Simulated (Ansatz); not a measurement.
**C4H10Sn: density, localisation and related maps**

The calculation's input:

```
crystal:
  periodic: [false, false, false]
  atoms:
    - {symbol: C, position_ang: [-0.703452, 0.999658, -2.001662]}
    - {symbol: C, position_ang: [-0.056972, 0.999067, -0.623806]}
    - {symbol: C, position_ang: [-0.983565, 0.477438, 0.466316]}
    - {symbol: C, position_ang: [0.286329, -2.381540, -0.396217]}
    - {symbol: Sn, position_ang: [-1.673571, -1.628962, 0.286936]}
    - {symbol: H, position_ang: [-1.626124, 1.602459, -2.009247]}
    - {symbol: H, position_ang: [-0.032914, 1.406261, -2.774338]}
    - {symbol: H, position_ang: [-0.978882, -0.022451, -2.318381]}
    - {symbol: H, position_ang: [0.273147, 2.027842, -0.386405]}
    - {symbol: H, position_ang: [0.865568, 0.394695, -0.654589]}
    - {symbol: H, position_ang: [-1.874435, 1.121529, 0.566468]}
    - {symbol: H, position_ang: [-0.481707, 0.503335, 1.454187]}
    - {symbol: H, position_ang: [0.307386, -3.478911, -0.460068]}
    - {symbol: H, position_ang: [1.079342, -2.046357, 0.293706]}
    - {symbol: H, position_ang: [0.525017, -1.967964, -1.390757]}
basis:
  gaussian:
    orbitals: def2-SVPD
hamiltonian:
  xc: pbe0
output:
  forces: true
  orbitals: {seedname: orbitals}
```

Launched as:

```sh
ansatz run input.yaml --threads 2 --pin off --max-ram 4350MiB --events-out events.jsonl --progress --plain --runs-dir runs
```

Geometry: PBE0-D3(BJ)/def2-SVP; core potentials replace the inner electrons of Sn.

Theory: isolated molecule in a Gaussian basis; Kohn-Sham density functional theory, functional PBE0 in Ansatz 0.2.0.

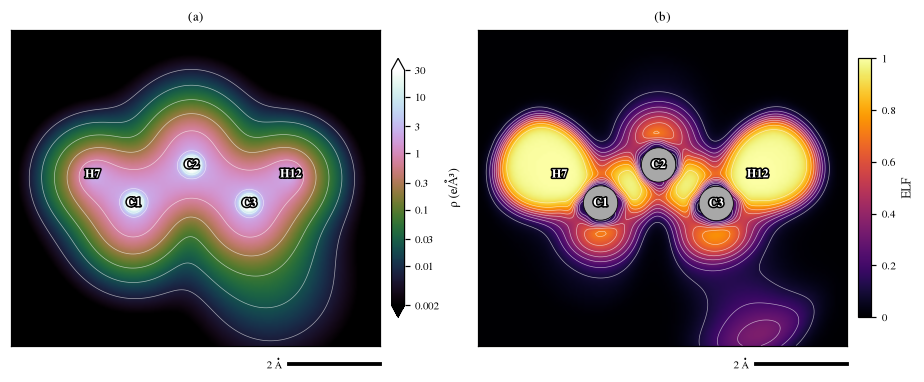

Figure 1. (a) electron density; (b) electron localisation function on the plane of atoms C1, C2 and C3. Grey discs cover the atomic cores in the ELF map.

### What does the map show?

- Atoms in the plane: C and H.
- C–C (1.52 Å): ρ at the midpoint is about 1.6 e/Å³; the ELF peaks at about 0.95 between the atoms: a shared electron pair.
- C–H (1.10 Å): ρ is about 1.9 e/Å³ halfway; the ELF climbs to about 1 towards the hydrogen, as it does in any bond to H (an ordinary covalent bond to hydrogen).

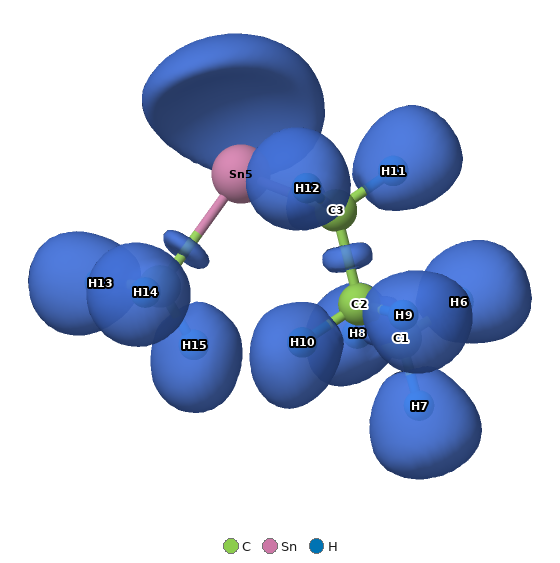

Figure 2. Isosurface of the ELF at 0.85 (blue), seen at a tilt. Only the valence region is drawn (cores and ρ < 0.01 e/Å³ removed).

### What do the ELF domains correspond to?

The surface consists of two regions between bonded C–C atoms (shared pairs), ten regions around hydrogen nuclei, two lobes of the valence shell of C pointing towards Sn (polar bonds) and one lobe on Sn, pointing away from the bonds (lone pairs). Profiles from the grid: C–Sn (2.21 Å): the ELF peaks at about 0.90 in the valence shell of C, 0.7 Å from its nucleus, and drops to about 0.20 between the two atoms.

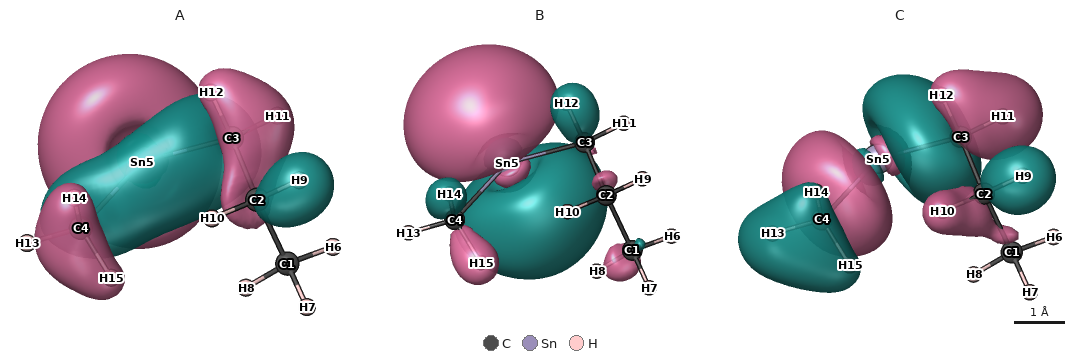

Figure 3. Three frontier orbitals at ±0.08 Å⁻³ᐟ² (teal and pink are the two phases), in no order.

### Order the three orbitals by energy and name them.

C is the HOMO−1 (−7.16 eV). By Hirshfeld shares it lies mainly on Sn5 (about 30 %), C4 (about 30 %) and C3 (about 20 %). A is the HOMO (−5.80 eV). Its weight (Hirshfeld) is mainly on Sn5 (about 60 %), C3 (about 15 %) and C4 (about 10 %). B is the LUMO (−2.30 eV). It lies mainly on Sn5 (about 85 %).

### What is the HOMO–LUMO gap?

3.50 eV between the orbital energies.
